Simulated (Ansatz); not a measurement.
# BHLYP/aug-cc-pVDZ run of CH3AlO (SMILES [CH3][Al]=[O])

Aim: the electronic atomisation energy of CH3AlO at BHLYP/aug-cc-pVDZ, from 5 runs. 

The results are computed with Ansatz 0.2.0.

61 further runs of the same task are left out: 8 that didn't finish, 53 set aside as unsound or not needed. Runs told in other sessions of the task aren't counted.

### 1 The molecule

CH3AlO: 6 atoms, total charge 0, spin state singlet. SMILES: `[CH3][Al]=[O]`. Geometry: relaxed at PBE0-D4/def2-TZVP.

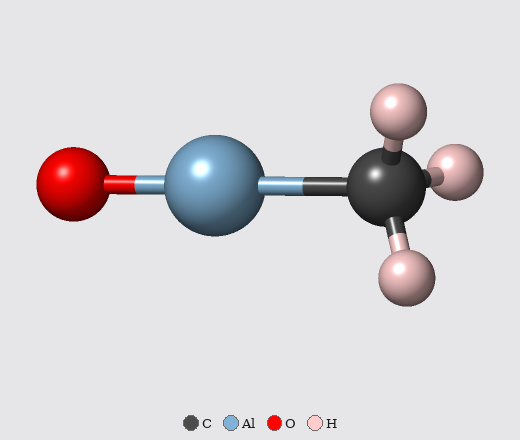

Viewed from a chosen angle; carbon dark grey, aluminium light blue, oxygen red, hydrogen pink.

### 2 The energy at BHLYP/aug-cc-pVDZ

Input file job.yaml:

```yaml
basis:
  gaussian: {orbitals: aug-cc-pVDZ}
crystal:
  periodic: [false, false, false]
  atoms:
    - {symbol: C, position_ang: [-0.412500, 0.498200, -0.315400]}
    - {symbol: Al, position_ang: [0.696700, -0.841400, 0.532500]}
    - {symbol: O, position_ang: [1.611700, -1.946300, 1.232100]}
    - {symbol: H, position_ang: [0.065200, 1.479100, -0.263900]}
    - {symbol: H, position_ang: [-1.383600, 0.560900, 0.180800]}
    - {symbol: H, position_ang: [-0.577400, 0.249400, -1.366100]}
total_charge: 0
magnetization: {spin_polarized: false, initial_magnetization: 0}
hamiltonian: {xc: {name: BHLYP}}
accuracy: high
output: {orbitals: {seedname: orbitals}}
```

The run is started by

```bash
$ ansatz run job.yaml --threads 1 --pin off --max-ram 3480MiB --events-out events.jsonl --progress --plain --runs-dir runs
```

Output:

```text
Warning: RAYON_NUM_THREADS=1 ignored (pool sized by the plan → 1); use --threads N
Functional definition: BHLYP
  name "BHLYP"
  parameter a = 0.5
  exchange = (1 - a)*b88_x + a*exact_x
  correlation = lyp_c
1876 factors; integrals over basis functions are off by at most 3.5e-9 eV
mean field evaluation 1: about -9716.0813 eV, gradient 7.5e1 eV
mean field evaluation 2: about -9646.5220 eV, gradient 1.7e2 eV
mean field evaluation 4: about -9727.8652 eV, gradient 9.7e0 eV
mean field evaluation 8: about -9728.0841 eV, gradient 6.3e-2 eV
mean field evaluation 16: about -9728.0841 eV, gradient 5.3e-6 eV
mean field -9728.08410797 eV, -357.5004970358 hartree, gradient 6.4e-8 eV, S^2 0.000000; 0 other end points of the search recorded, 0 dependent functions left out
reference -9728.08413825 eV, -357.5004981485 hartree; 15, 15 occupied and 85, 85 virtual orbitals, 1876 factors
Total energy: -9728.08413825 eV, -357.5004981485 hartree
```

It took 8.7 s on 1 thread of Intel Xeon Platinum 8259CL at 2.50GHz (Skylake/Cascade Lake), shared host; peak memory 0.3 GiB.

### 3 The Al atom at the same level

Input file in.yaml:

```yaml
crystal:
  periodic: [false, false, false]
  atoms:
    - {symbol: Al, position_ang: [0.000000, 0.000000, 0.000000]}
basis:
  gaussian:
    orbitals: aug-cc-pVDZ
magnetization:
  spin_polarized: true
  initial_magnetization: 1
hamiltonian:
  xc: {name: BHLYP}
accuracy: high
```

Run the same way, it converges to -242.36734 Eh (log not shown).

### 4 The C atom, same level

Input file in.yaml:

```yaml
crystal:
  periodic: [false, false, false]
  atoms:
    - symbol: C
      position_ang: [0.000000, 0.000000, 0.000000]
basis:
  gaussian: {orbitals: aug-cc-pVDZ}
magnetization: {spin_polarized: true, initial_magnetization: 2}
hamiltonian: {xc: {name: BHLYP}}
accuracy: high
```

Run the same way, it converges to -37.84287 Eh (log not shown).

### 5 The H atom, same level

Input file input.yaml:

```yaml
crystal:
  periodic: [false, false, false]
  atoms:
    - symbol: H
      position_ang: [0.000000, 0.000000, 0.000000]
basis:
  gaussian:
    orbitals: aug-cc-pVDZ
magnetization:
  spin_polarized: true
  initial_magnetization: 1
hamiltonian:
  xc: {name: BHLYP}
accuracy: high
```

Run the same way, it converges to -0.49808 Eh (log not shown).

### 6 The O atom

Input file run.yaml:

```yaml
crystal:
  periodic: [false, false, false]
  atoms:
    - {symbol: O, position_ang: [0.000000, 0.000000, 0.000000]}
basis:
  gaussian:
    orbitals: aug-cc-pVDZ
magnetization:
  spin_polarized: true
  initial_magnetization: 2
hamiltonian:
  xc: {name: BHLYP}
accuracy: high
```

Run the same way, it converges to -75.05843 Eh (log not shown).

### 7 Results

Level: BHLYP/aug-cc-pVDZ.

| quantity | value |
| --- | --- |
| molecule: total energy | -357.50050 Eh |
| molecule: HOMO energy | -8.53 eV |
| molecule: LUMO energy | -1.03 eV |
| molecule: HOMO–LUMO gap | 7.51 eV |
| Al atom: total energy | -242.36734 Eh |
| Al atom: ⟨S²⟩ | 0.757 |
| C atom: total energy | -37.84287 Eh |
| C atom: ⟨S²⟩ | 2.005 |
| H atom: total energy | -0.49808 Eh |
| H atom: ⟨S²⟩ | 0.750 |
| O atom: total energy | -75.05843 Eh |
| O atom: ⟨S²⟩ | 2.005 |
| electronic atomisation energy | 20.072 eV |

In words: Taking the molecule apart into free atoms costs 20.07 eV (1937 kJ/mol), before zero-point energy and without spin-orbit coupling.
